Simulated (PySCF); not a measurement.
Input file:

```
{"job": {"kind": "uv", "xc": "wB97X-D", "basis": "def2-SVPD", "nstates": 8, "ntriplets": 3}, "charge": 0, "multiplicity": 1}
F     -2.149336    -1.545091     0.466452
C     -1.037014    -0.804587     0.241286
C      0.168451    -1.328278     0.378860
C      1.367012    -0.469263     0.118341
Ge     0.571809     1.283294    -0.377531
C     -1.279180     0.612479    -0.162633
H      0.304976    -2.357747     0.672974
H      1.995908    -0.418509     1.008574
H      1.978131    -0.903458    -0.674576
H      0.914110     2.415089     0.550840
H      0.887138     1.745639    -1.772885
H     -1.873743     0.643296    -1.076717
H     -1.852650     1.127622     0.609288
```

Launched as:

```sh
OMP_NUM_THREADS=1 python probes_run.py task.json out
```

Geometry: GFN2-xTB.

These are results of wB97X-D/def2-SVPD, SCF density, gas phase in PySCF 2.14.0, not measurements.

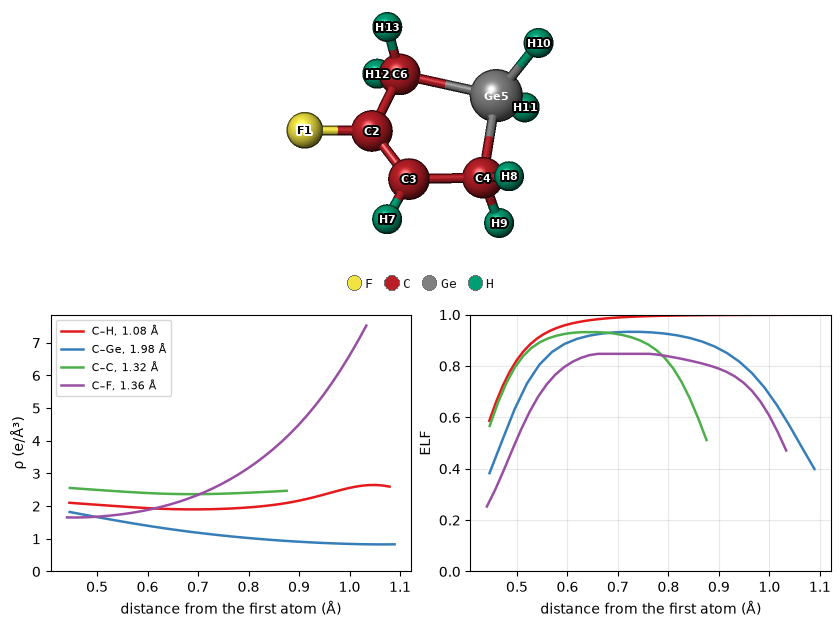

C₄H₇FGe (SMILES FC1=C[CH2][GeH2][CH2]1). Electron density and ELF along straight lines between neighbouring atoms. The curves leave out the atomic cores. The structure is drawn too.

> Compare the contacts.

C–H (1.08 Å): ρ is about 2 e/Å³ halfway; the ELF climbs to about 1 towards the hydrogen, as it does in any bond to H (an ordinary covalent bond to hydrogen).
C–Ge (1.98 Å): ρ is about 0.85 e/Å³ halfway; the ELF peaks at about 0.95 in the valence shell of C, 0.7 Å from its nucleus, and is about 0.70 at the midpoint.
C–C (1.32 Å): ρ is about 2.4 e/Å³ halfway; the ELF peaks at about 0.95 between the atoms (a short, multiple covalent bond).
C–F (1.36 Å): ρ is about 2.2 e/Å³ halfway, with its minimum of 1.7 e/Å³ about 0.5 Å from C; the ELF peaks at about 0.85 between the atoms, as expected for a shared but strongly polarised pair.
